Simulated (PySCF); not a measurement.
## What a change does: single-point calculation on SiBr

System: SiBr, charge +1.
Method of run 1: UKS-revtpss/pcseg-1, tda (PySCF 2.14.0).

Text and figures count atoms from 1; the logs count them from 0 in places.

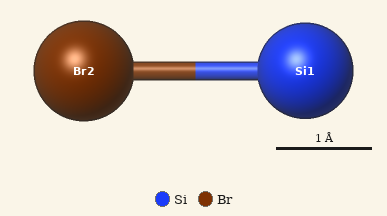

The structure as given in the input (ball-and-stick view, seen on its broad side; atoms are numbered from 1 in the order of the input). Bond lengths as drawn: Br–Si 2.33 Å.

**The input, run 1**
```python
from pyscf import gto, dft, tdscf

mol = gto.M(
    atom='Si 0 0 0; Br 0 0 2.33',
    basis='pcseg-1',
    charge=1,
    spin=0,
    verbose=3,
)
mf = dft.UKS(mol, xc='revtpss')
mf.kernel()
td = tdscf.TDA(mf)
td.nstates = 6
td.kernel()
td.analyze()
mf.dip_moment()
print('orbital energies (hartree):', [e[max(0, n-3):n+3].round(4) for e, n in zip(mf.mo_energy, mol.nelec)])
```

Launched with:
```bash
OMP_NUM_THREADS=1 python input.py
```

Hardware: 1 CPU thread, shared host.

**Output (run 1)**
```
converged SCF energy = -2862.22930277592  <S^2> = 1.7585933e-11  2S+1 = 1
Excitation energies (eV)
[2.95688211 3.15518376 3.1551919  3.55425505 3.55427356 3.64854563]

** Excitation energies and oscillator strengths **
Excited State   1:      2.95688 eV    419.31 nm  f=0.0000
Excited State   2:      3.15518 eV    392.95 nm  f=0.0000
Excited State   3:      3.15519 eV    392.95 nm  f=0.0000
Excited State   4:      3.55426 eV    348.83 nm  f=0.0000
Excited State   5:      3.55427 eV    348.83 nm  f=0.0000
Excited State   6:      3.64855 eV    339.82 nm  f=0.0000

WARN: System has nonzero charge 1; the dipole moment is origin-dependent.
Location of origin: [0. 0. 0.]

Dipole moment(X, Y, Z, Debye):  0.00000, -0.00000,  2.19809
orbital energies (hartree): [array([-0.5417, -0.5247, -0.5247, -0.3941, -0.3941, -0.2868]), array([-0.5417, -0.5247, -0.5247, -0.3941, -0.3941, -0.2868])]
```

For run 2 the input was changed thus:
```diff
+mf.grids.level = 2
```

Predict how the results change.

The energy doesn't change within 0.01 kcal/mol.

**Output (run 2)**
```
converged SCF energy = -2862.2293103372  <S^2> = 1.758238e-11  2S+1 = 1
Excitation energies (eV)
[2.95688529 3.15519196 3.15519449 3.55427931 3.55429782 3.64854157]

** Excitation energies and oscillator strengths **
Excited State   1:      2.95689 eV    419.31 nm  f=0.0000
Excited State   2:      3.15519 eV    392.95 nm  f=0.0000
Excited State   3:      3.15519 eV    392.95 nm  f=0.0000
Excited State   4:      3.55428 eV    348.83 nm  f=0.0000
Excited State   5:      3.55430 eV    348.83 nm  f=0.0000
Excited State   6:      3.64854 eV    339.82 nm  f=0.0000

WARN: System has nonzero charge 1; the dipole moment is origin-dependent.
Location of origin: [0. 0. 0.]

Dipole moment(X, Y, Z, Debye):  0.00000, -0.00000,  2.19806
orbital energies (hartree): [array([-0.5417, -0.5247, -0.5247, -0.3941, -0.3941, -0.2868]), array([-0.5417, -0.5247, -0.5247, -0.3941, -0.3941, -0.2868])]
```

**The two runs side by side**

```csv
quantity,run 1,run 2
outcome,converged,converged
SCF energy (hartree),−2862.229303,−2862.229310
wall time (shared host),17 s,9.6 s
```
